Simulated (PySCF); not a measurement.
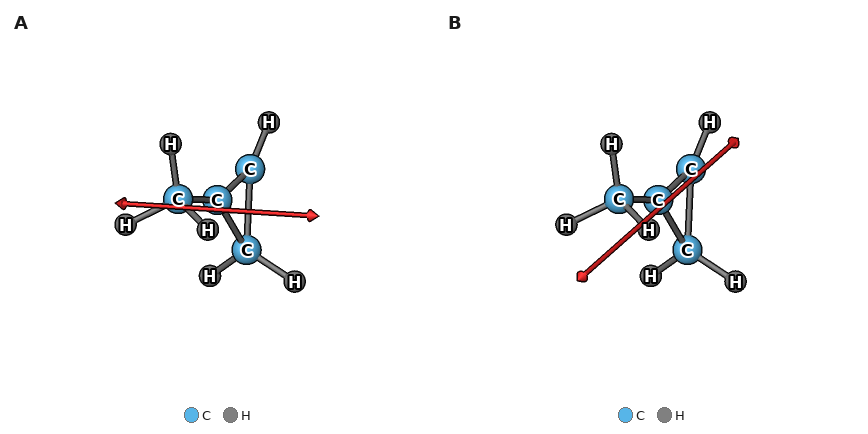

The double arrows show the directions of two transition dipoles from the ground state (lengths mean nothing). The computed structure is the end point of a GFN2-xTB optimisation. No frequency run is at hand to confirm it as a minimum. Level of theory: TDDFT PBE0/def2-SVPD, vertical, gas phase, core orbitals frozen in the response (PySCF 2.14.0).

Question. One belongs to singlet state 1 and one to singlet state 4. Which is which?

Answer. A: state 4, 7.31 eV (169 nm), oscillator strength 0.016, mainly HOMO → LUMO+2 (weight 0.66).
B: state 1, 6.48 eV (191 nm), oscillator strength 0.13, mainly HOMO → LUMO (weight 0.95).
